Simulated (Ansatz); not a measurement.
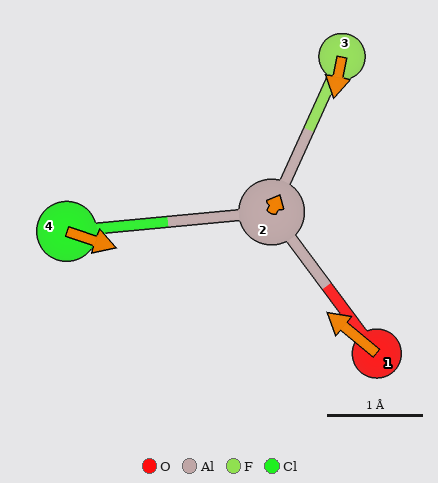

This is a relaxation of AlOClF (multiplicity 2) (coarse preliminary run). The starting structure is drawn; orange arrows show the displacements, magnified 5 times. The two geometries are superimposed by the best rigid fit.

Style: ball-and-stick. Shown face on.

The start comes from a force field.

Method: Ansatz, UKS PBE-D4/def2-SVP. Settings: force threshold 0.03 eV/Å; at most 200 steps.

Describe the change and its energy.

O1 moves most after the best rigid fit: 0.14 Å. Largest moves by element: O 0.14 Å, Cl 0.11 Å, F 0.09 Å, Al 0.05 Å. Near-neighbour distances that change, for instance: Al2–F3 1.796 → 1.664 Å, O1–Al2 1.856 → 1.742 Å, Al2–Cl4 2.168 → 2.088 Å. Bond angles that change, for instance: O1–Al2–Cl4 121.2° → 116.7°, F3–Al2–Cl4 119.7° → 122.7°. Over 5 geometry steps the energy falls by 0.399 eV. Largest force component: 2.8 eV/Å at the start, 0.0015 eV/Å at the end. The run took roughly 20 core-seconds on a shared host.
